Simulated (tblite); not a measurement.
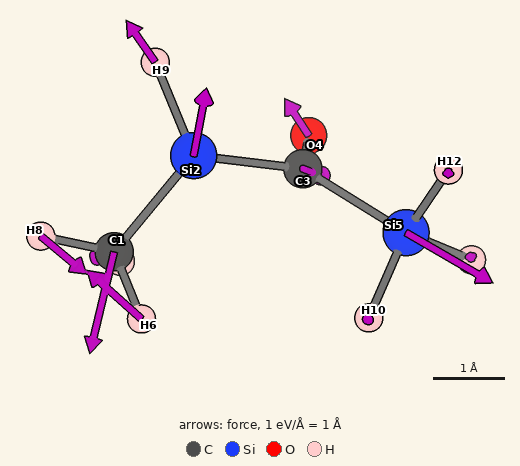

Starting geometry of C$_{2}$H$_{7}$OSi$_{2}$ (multiplicity 2) with the computed forces as purple arrows. Style: ball-and-stick. Shown face on.

Theory: GFN2-xTB geometry optimisation, gas phase (tblite 0.8.0). 

**What follows when this structure is relaxed?**

It isn't relaxed: the largest force vector, on C atoms, is 1.52 eV/Å. The final displacements have little in common with the starting forces (cosine between the two patterns 0.07). The largest move after the best rigid fit is that of the O atom, 1.56 Å. Largest moves by element: O 1.56 Å, H 1.22 Å, Si 0.82 Å, C 0.47 Å. Some distances before and after: C–Si 1.851 → 1.920 Å, C–Si 1.841 → 1.893 Å, C–H 1.124 → 1.086 Å, H–Si 1.433 → 1.457 Å. Bond angles that change, for instance: C–Si–C 106.9° → 124.9°, C–Si–H 113.1° → 119.9°, Si–C–Si 120.9° → 126.1°. Groups turn about C–Si by about 50°. The energy falls by 66.9 kJ/mol in 86 geometry steps.
